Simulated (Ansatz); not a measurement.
Scan of H₂Cl, doublet: collinear H-Cl-H surface. Scanned: H-Cl distance and Cl-H distance.

Cartesian coordinates as functions of the variables (Å; names that start with a are angles):
```
H  0  0  -r1
Cl  0  0  0
H  0  0  r2
```

Calculation: CCSD(T) on UHF/cc-pVDZ, frozen core (Ansatz, a first-principles code).

Energy in kJ/mol above the lowest grid point; x is the H-Cl distance (Å), y the Cl-H distance (Å).

```
y \ x   1.09   1.16   1.28   1.40   1.47   1.64   1.76   1.90   2.10   2.31   2.60   3.23   3.71
-----  -----  -----  -----  -----  -----  -----  -----  -----  -----  -----  -----  -----  -----
3.71    93.6   34.2    0.0   15.5   37.0  105.9  158.6  217.8  289.6  346.9  390.4  408.4  409.7
3.17    94.4   35.0    0.8   16.2   37.7  106.5  159.2  218.2  289.9  346.7  389.2  406.6  408.0
2.70    98.7   39.2    4.7   19.9   41.1  109.5  161.9  220.3  290.8  344.7  381.8  396.1  397.2
2.40   107.3   47.5   12.4   26.9   47.8  114.9  166.2  222.8  288.8  333.5  357.7  364.5  364.9
2.16   121.6   61.2   25.0   38.1   58.0  122.1  170.3  221.1  273.6  299.7  308.1  308.1  307.9
1.87   155.2   93.0   52.9   60.7   76.6  127.7  162.0  191.0  209.2  211.9  209.2  206.0  205.6
1.74   179.4  115.4   71.3   73.5   85.3  122.7  144.5  158.8  163.0  159.6  154.4  150.2  149.8
1.61   212.0  145.0   94.1   87.1   92.1  109.7  117.0  118.1  112.2  104.8   98.0   93.4   92.9
1.48   256.9  185.0  123.1  102.0   97.7   92.0   86.2   77.3   64.6   54.4   46.3   41.1   40.6
1.38   304.2  226.7  153.0  118.0  105.5   82.8   69.0   54.4   37.7   25.9   16.9   11.3   10.7
1.27   377.3  291.5  201.6  150.2  129.0   90.3   69.5   50.2   30.2   16.9    7.1    1.1    0.5
1.20   441.9  349.8  248.7  187.0  160.9  113.8   89.6   67.9   46.3   32.1   21.9   15.6   15.0
1.09   591.2  488.1  369.4  293.6  261.0  203.6  175.2  150.6  126.8  111.6  100.8   94.2   93.6
```

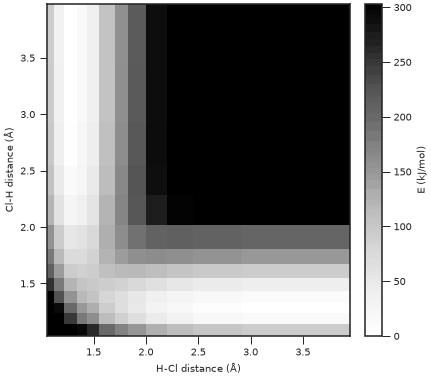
Energy surface, cut off at 303 kJ/mol.

Points that lie below all their neighbours on the grid: x = 1.28, y = 3.71 on the edge of the grid (0.0 kJ/mol); x = 3.71, y = 1.27 on the edge of the grid (0.5 kJ/mol). The lowest path on the grid from the first to the second passes x = 1.47, y = 1.61 at 92.1 kJ/mol.
